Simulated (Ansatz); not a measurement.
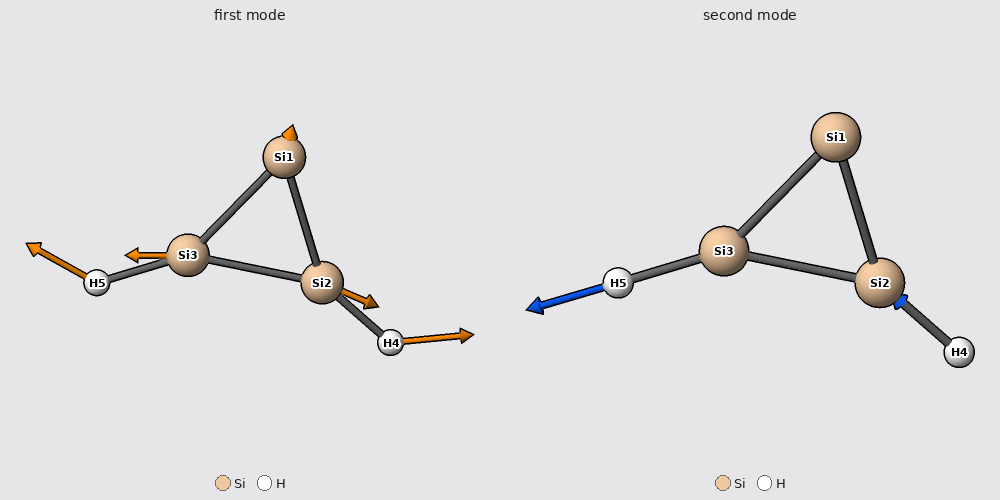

The system is H2Si3, SMILES [Si]1=[SiH][SiH]=1; the picture shows the reference structure; its two panels give the patterns of the first and the second mode as arrows. First axis: normal mode 7 (615 cm⁻¹). Second axis: normal mode 8 (2169 cm⁻¹). Nothing is relaxed (straight displacements along the two mass-weighted modes). The grid has 9 × 9 points. Energies: eV, counted from the lowest grid point. These are results of Ansatz 0.2.0, RKS r2SCAN-D4/def2-TZVP, not measurements.

Its coordinates:

```xyz
5

Si   -1.5014    0.6417    1.0633
Si   -0.3090   -1.0177    0.0148
Si    0.4463    0.9590   -0.1118
H    -0.1448   -2.4555   -0.3446
H     1.5089    1.8725   -0.6217
```

Range: normal mode 7 (615 cm⁻¹) from −0.929 to 0.929 amu½·Å; normal mode 8 (2169 cm⁻¹) from −0.263 to 0.263 amu½·Å.

Question: What will the energy surface look like?

Answer: The lowest grid point is at normal mode 7 (615 cm⁻¹) = 0.000 amu½·Å, normal mode 8 (2169 cm⁻¹) = 0.000 amu½·Å. It is the only kind of minimum in the scanned range. The highest grid point, normal mode 7 (615 cm⁻¹) = −0.929 amu½·Å, normal mode 8 (2169 cm⁻¹) = −0.263 amu½·Å, lies 1.44 eV above the lowest.

```tsv
normal mode 8 (2169 cm⁻¹) ↓, normal mode 7 (615 cm⁻¹) →	−0.929	−0.697	−0.464	−0.232	0.000	0.232	0.464	0.697	0.929
0.263	1.44	1.06	0.82	0.68	0.63	0.66	0.74	0.88	1.05
0.198	1.14	0.77	0.53	0.39	0.35	0.38	0.47	0.61	0.79
0.132	0.94	0.57	0.33	0.19	0.15	0.18	0.28	0.42	0.61
0.066	0.82	0.45	0.21	0.08	0.04	0.07	0.17	0.31	0.50
0.000	0.78	0.41	0.17	0.04	0.00	0.04	0.13	0.28	0.47
−0.066	0.82	0.45	0.21	0.08	0.04	0.07	0.17	0.31	0.50
−0.132	0.94	0.57	0.33	0.19	0.15	0.18	0.28	0.42	0.61
−0.198	1.14	0.77	0.53	0.39	0.35	0.38	0.47	0.61	0.79
−0.263	1.44	1.06	0.82	0.68	0.63	0.66	0.74	0.88	1.05
```

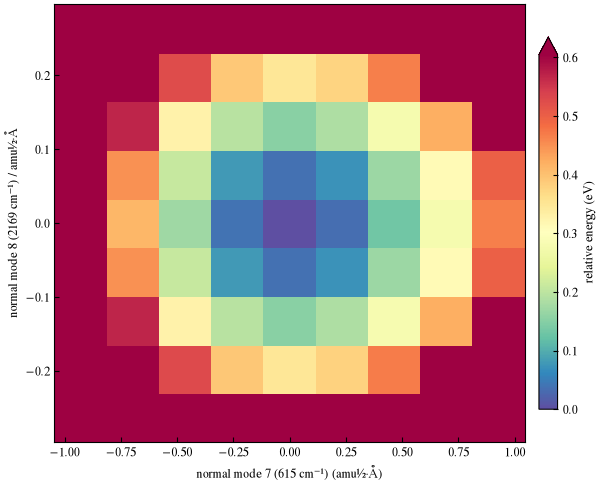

The picture shows one coloured cell a grid point, one colour for all values above the top of the scale.

The whole map (81 points run) took 8.3 min on 1 thread of Arm Neoverse V2, on a shared host.
